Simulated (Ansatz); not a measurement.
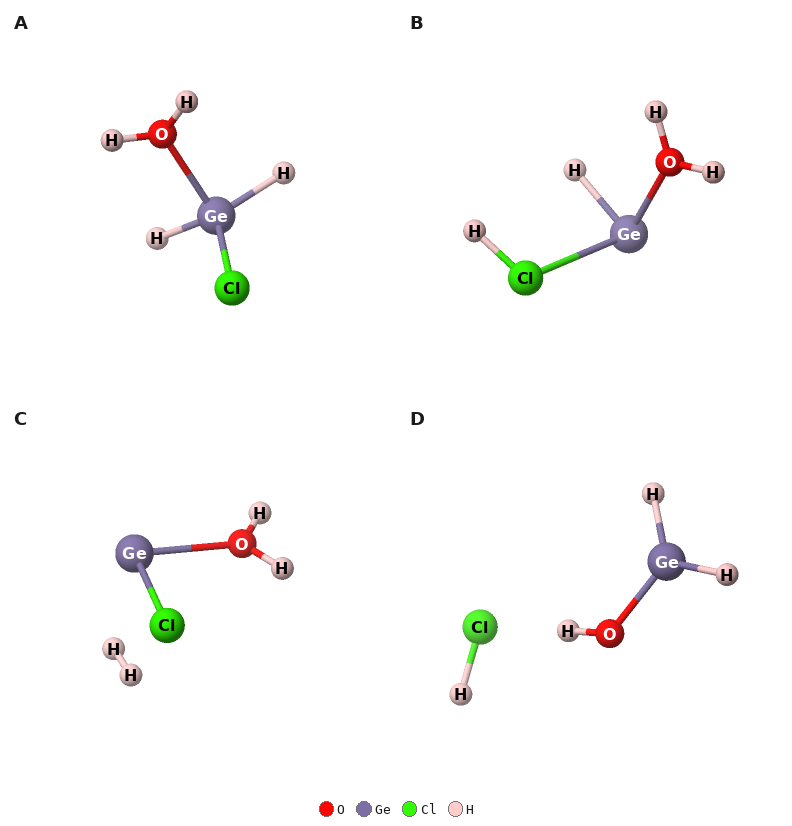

4 stationary structures of one formula. The species has charge +1 and is a spin singlet. Geometries: PBE0-D4/def2-TZVP. Electronic energies: RHF-CCSD(T) (frozen core)/def2-TZVPP (Ansatz 0.2.0), without zero-point energy. No frequency run is at hand to confirm each as a minimum. Each is one conformer, not always the lowest.

Which structure is the most stable?

Answer. A is lowest (Cs); C lies 0.497 eV above it (C1), B lies 1.107 eV above it (C1), D lies 1.601 eV above it.
